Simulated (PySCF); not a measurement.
Si(F)(H)2(SH), SMILES F[SiH2]S, B3LYP/def2-SVP optimised geometry. Atoms within 1.6 Å of the plane z = 1.0 Å (x, y, z in Å): Si1 (-0.83, -0.30, 0.00), S3 (1.32, -0.30, 0.00), H4 (-1.39, 1.08, 0.00), H5 (-1.39, -1.08, 1.14), H6 (1.39, 0.35, 1.19).

Calculation: B3LYP/def2-TZVP run with PySCF.

Map of the deformation density (molecule minus spherical neutral atoms) (e/bohr³) on the plane z = 1.0 Å:

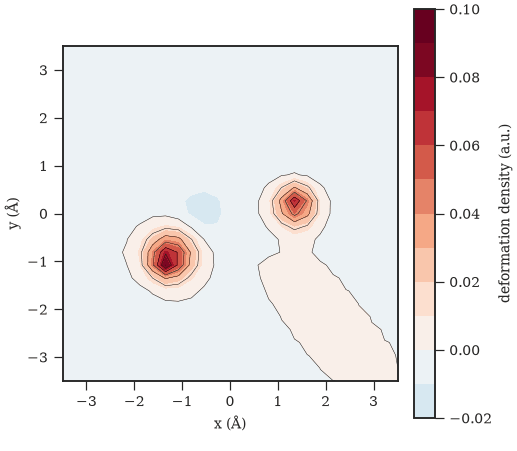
Fig. 1. Deformation density (molecule minus spherical neutral atoms) (e/bohr³) on the plane z = 1.0 Å.
